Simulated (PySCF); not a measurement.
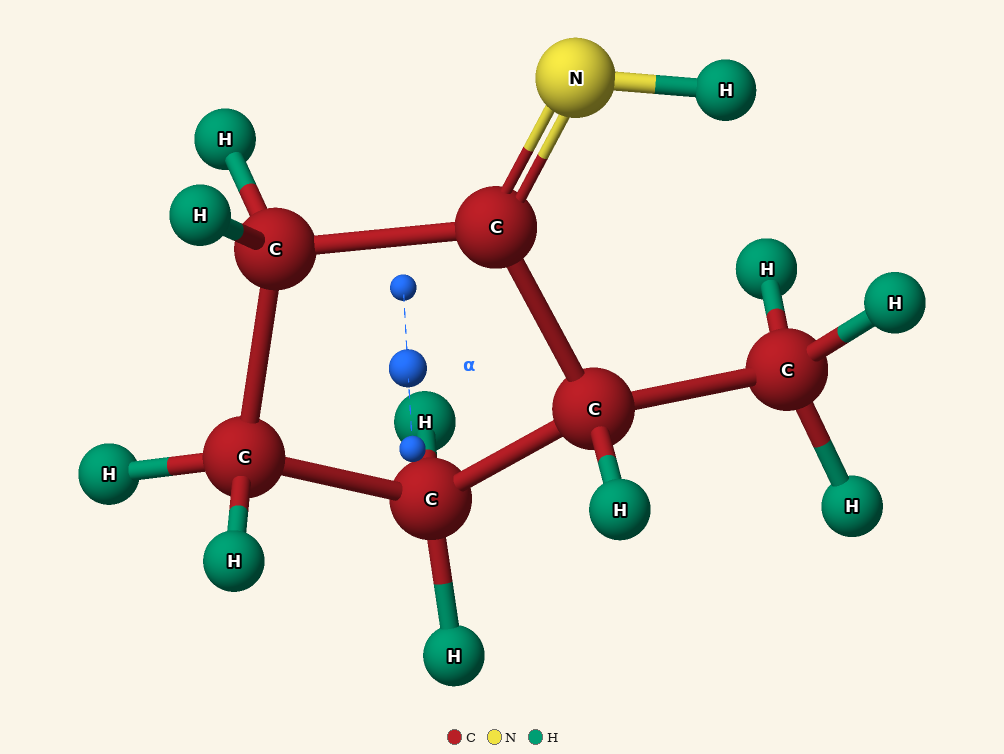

The small points mark where nucleus-independent chemical shifts (NICS) were computed: at the centre of each lettered ring and 1 Å above and below it. The computed structure is the end point of a PBE0-D3(BJ)/def2-SVP optimisation. No frequency run is at hand to confirm it as a minimum. Level of theory: GIAO PBE0/pcSseg-1 NMR shielding, non-relativistic, IEF-PCM water (PySCF 2.14.0).

Give NICS(0), NICS(1) and the out-of-plane component NICS(1)zz for each ring (means of the two sides).

```json
{"ring": "α", "members": "C5", "NICS(0)": "−1.7", "NICS(1)": "−3.4", "NICS(1)zz": "−2.5"}
```

Values in ppm.

What do the values say about the ring currents?

Ring α: weak, as in a non-aromatic ring. NICS is one index among several.
